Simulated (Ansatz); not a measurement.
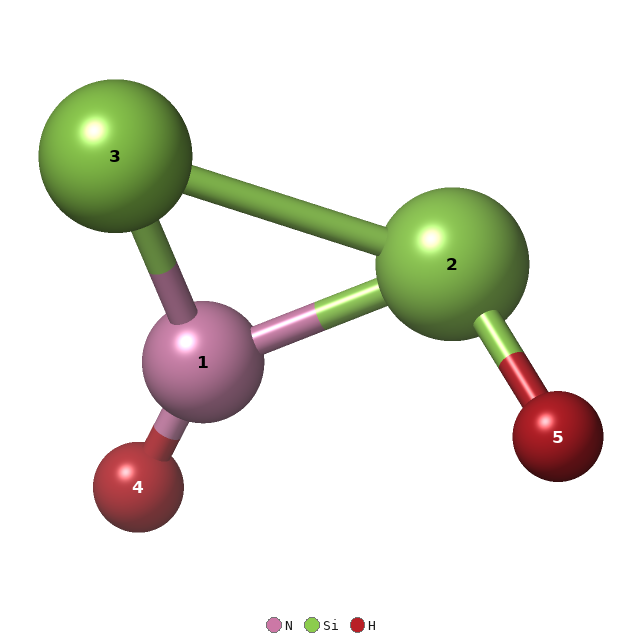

The atoms are numbered. Charge 0, doublet. The geometry was computed by an optimisation with PBE-D4/def2-SVP. No frequency run is at hand to confirm it as a minimum.

Question: What is the geometry at Si2?

Answer: Si2 has 3 neighbours (N1 at 1.81, Si3 at 2.40, H5 at 1.54 Å); the arrangement is trigonal pyramidal.
